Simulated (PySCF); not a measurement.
**Run report: C₄H₇AlO₂, excited-state calculation**

C₄H₇AlO₂, computed with TDDFT B3LYP/def2-SVPD, vertical, gas phase, core orbitals frozen in the response (PySCF 2.14.0).

The geometry comes from this level: GFN2-xTB. It belongs to a series of runs on one base structure; here: B replaced by Al.

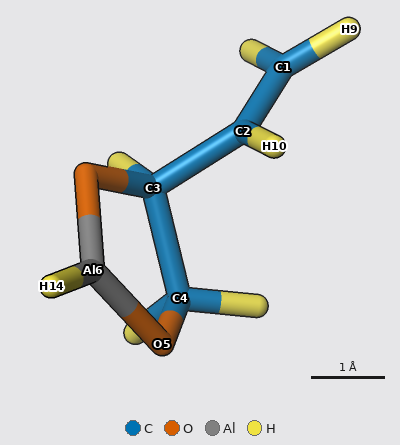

Figure 1. The structure (stick view, seen at an oblique angle; atoms are numbered from 1 in the order of the input). Sticks mark near contacts. Bond lengths as drawn: Al–H 1.49 Å, Al–O 1.70 Å, C–C 1.32 to 1.58 Å, C–H 1.08 to 1.10 Å and C–O 1.41 Å.

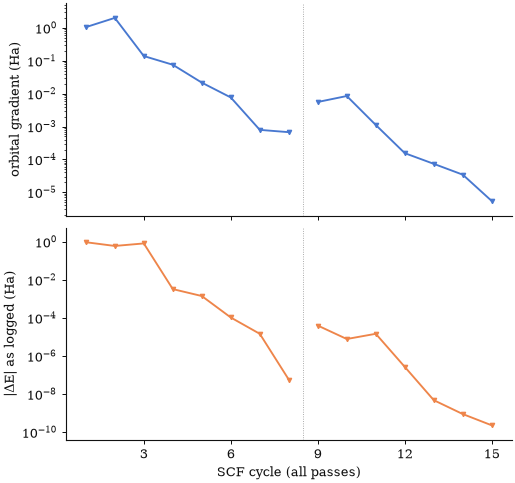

Figure 2. Convergence of the self-consistent field: orbital gradient and size of the energy change against the SCF cycle. The dotted line marks the change from a coarse to the final integration grid. The first 8 cycles use a coarse grid, the final grid takes over at cycle 9, and the field converges after 15 cycles in all.

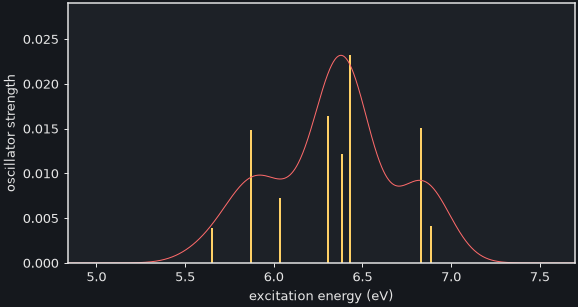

Figure 3. Computed excitations as sticks (degenerate states added up, dark ones marked on the axis), with a Gaussian envelope of 0.35 eV full width at half maximum, scaled to the tallest. Of the 8 states the lowest lies at 5.65 eV (f = 0.004); the strongest line is at 6.43 eV, or 193 nm (f = 0.023).

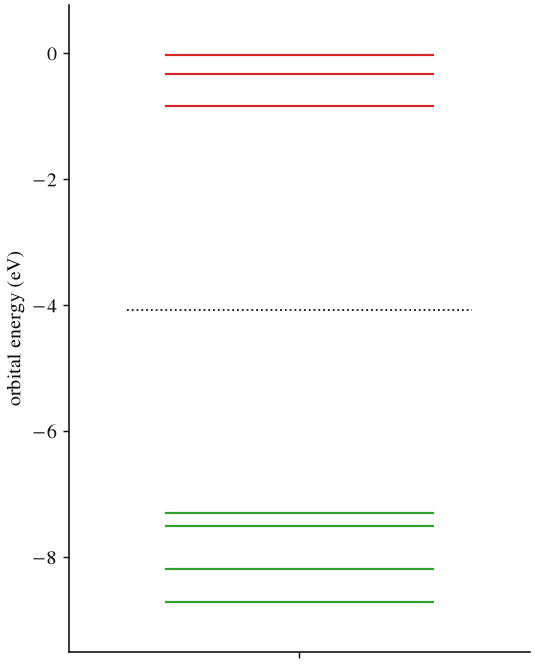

Figure 4. Orbital energies near the frontier; the dotted line parts filled from empty levels, and levels within 0.02 eV of each other stand side by side. Highest filled −7.31 eV, lowest empty −0.84 eV, 6.47 eV apart.

These pictures come from the run below.

Input file:
```
{"job": {"kind": "uv", "xc": "B3LYP", "basis": "def2-SVPD", "nstates": 8, "ntriplets": 3}, "charge": 0, "multiplicity": 1}
C      2.349914     0.479210    -0.011457
C      1.043422     0.525968     0.161520
C      0.029068    -0.079355    -0.757479
C     -0.719647    -1.237109     0.004190
O     -1.929392    -0.758328     0.536440
Al    -2.298495     0.742234    -0.173883
O     -0.911375     0.901356    -1.139639
H      2.790069    -0.011648    -0.863685
H      3.033440     0.925698     0.690062
H      0.598192     1.031491     1.012387
H      0.510028    -0.479350    -1.656631
H     -0.928943    -2.053895    -0.693119
H     -0.085939    -1.612276     0.814217
H     -3.481021     1.625532     0.000152
```

The first line tells a small driver script what to run in PySCF; the rest is the geometry in Å.

Run as:
```bash
OMP_NUM_THREADS=1 python <driver script> task.json out
```

Log:
```
coarse grid: 12480 points
cycle   1  E = -548.9750811529  dE =  9.434e-01  |g| = 1.049e+00  |ddm| = 7.328e+00
cycle   2  E = -548.3752052174  dE =  5.999e-01  |g| = 2.008e+00  |ddm| = 3.848e+00
cycle   3  E = -549.1891389928  dE = -8.139e-01  |g| = 1.390e-01  |ddm| = 2.574e+00
cycle   4  E = -549.1923878690  dE = -3.249e-03  |g| = 7.551e-02  |ddm| = 4.644e-01
cycle   5  E = -549.1937937997  dE = -1.406e-03  |g| = 2.160e-02  |ddm| = 1.707e-01
cycle   6  E = -549.1938985233  dE = -1.047e-04  |g| = 7.642e-03  |ddm| = 4.456e-02
cycle   7  E = -549.1939130658  dE = -1.454e-05  |g| = 7.908e-04  |ddm| = 1.348e-02
cycle   8  E = -549.1939131230  dE = -5.714e-08  |g| = 6.728e-04  |ddm| = 2.393e-03
final grid: 116744 points
cycle   9  E = -549.2970148858  dE = -3.949e-05  |g| = 5.570e-03  |ddm| = 1.483e-01
cycle  10  E = -549.2970071243  dE =  7.762e-06  |g| = 8.456e-03  |ddm| = 2.306e-02
cycle  11  E = -549.2970217147  dE = -1.459e-05  |g| = 1.114e-03  |ddm| = 1.251e-02
cycle  12  E = -549.2970219812  dE = -2.666e-07  |g| = 1.548e-04  |ddm| = 1.730e-03
cycle  13  E = -549.2970219860  dE = -4.758e-09  |g| = 7.331e-05  |ddm| = 4.626e-04
cycle  14  E = -549.2970219869  dE = -8.868e-10  |g| = 3.433e-05  |ddm| = 1.386e-04
cycle  15  E = -549.2970219871  dE = -2.264e-10  |g| = 5.423e-06  |ddm| = 5.751e-05
converged SCF energy = -549.2970219871

Static polarisability (au): isotropic 75.778, principal 62.053 68.239 97.041

Singlet excitations
state   eV       nm        f      main configurations
  1   5.6491    219.5   0.00387   H->L 0.88, H-1->L 0.09
  2   5.8701    211.2   0.01489   H-1->L 0.83, H->L 0.08
  3   6.0350    205.4   0.00728   H->L+1 0.53, H-1->L+1 0.38
  4   6.3074    196.6   0.01643   H-1->L+1 0.53, H->L+1 0.27, H->L+2 0.14
  5   6.3852    194.2   0.01213   H-2->L 0.82
  6   6.4283    192.9   0.02319   H-1->L+2 0.46, H->L+2 0.26, H-2->L 0.11
  7   6.8303    181.5   0.01507   H-3->L 0.36, H-2->L+1 0.36, H-1->L+2 0.09
  8   6.8847    180.1   0.00408   H-4->L 0.31, H-3->L 0.23, H-2->L+1 0.15

Triplet excitations (Tamm-Dancoff, eV): 4.5581 5.3161 5.7113
```

Results in brief:

| quantity | value |
| --- | --- |
| outcome | converged |
| total energy | −549.297022 hartree |
| HOMO | −7.31 eV |
| LUMO | −0.84 eV |
| dipole moment | 0.09 D |
| mean polarisability | 75.78 a.u. |
| lowest singlet excitation | 5.65 eV |
| hardware | 1 CPU thread, shared host |
| wall time | 48 s |
| peak memory | 0.8 GiB |
